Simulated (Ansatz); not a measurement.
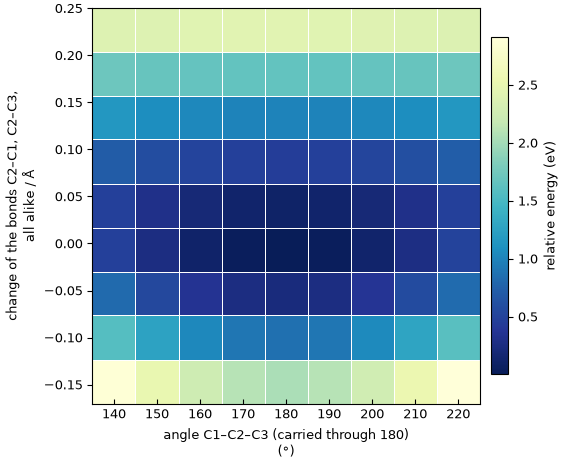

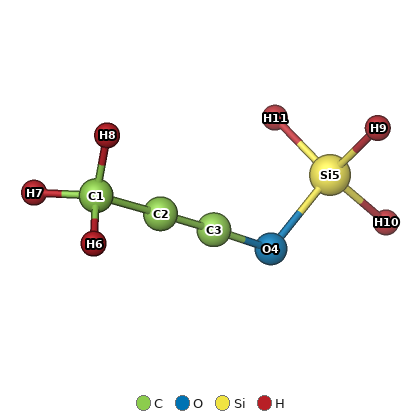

Energy landscape of C3H6OSi, SMILES CC#CO[SiH3]. The first coordinate is: angle C1–C2–C3 (carried through 180); the second: change of the bonds C2–C1, C2–C3, all alike. Nothing is relaxed (all other coordinates rigid). Grid: 9 × 9 points. Points are written as (first, second). Energies: eV, counted from the relaxed molecule at the same level. The calculation used RKS r2SCAN-D4/def2-SVP (Ansatz).

The picture shows one coloured cell a grid point. The second picture is the structure at the lowest point.

**What does the map say about the system?**

The lowest grid point is at (180°, −0.007 Å), 0.0036 eV from the relaxed molecule at the same level. It is the only kind of minimum in the scanned range. The highest grid point, (220°, −0.147 Å), lies 2.91 eV above the lowest. Round the minimum the two coordinates are nearly uncoupled.

Grid values (eV):

```
second ↓, first →   140   150   160   170   180   190   200   210   220
            0.227  2.39  2.40  2.41  2.42  2.42  2.42  2.41  2.39  2.38
            0.180  1.72  1.68  1.66  1.66  1.65  1.65  1.66  1.68  1.71
            0.134  1.15  1.07  1.03  1.00  0.99  1.00  1.03  1.07  1.15
            0.087  0.71  0.59  0.51  0.47  0.46  0.47  0.52  0.60  0.72
            0.040  0.47  0.30  0.19  0.13  0.11  0.13  0.20  0.31  0.48
           −0.007  0.48  0.26  0.12  0.03  0.00  0.04  0.12  0.28  0.49
           −0.053  0.81  0.55  0.36  0.25  0.22  0.26  0.37  0.56  0.83
           −0.100  1.57  1.26  1.03  0.90  0.86  0.91  1.05  1.27  1.59
           −0.147  2.88  2.51  2.25  2.09  2.04  2.10  2.26  2.53  2.91
```

The whole map (81 points run) took 9.2 min on 1 thread of Arm Neoverse V2, with other jobs on the host.
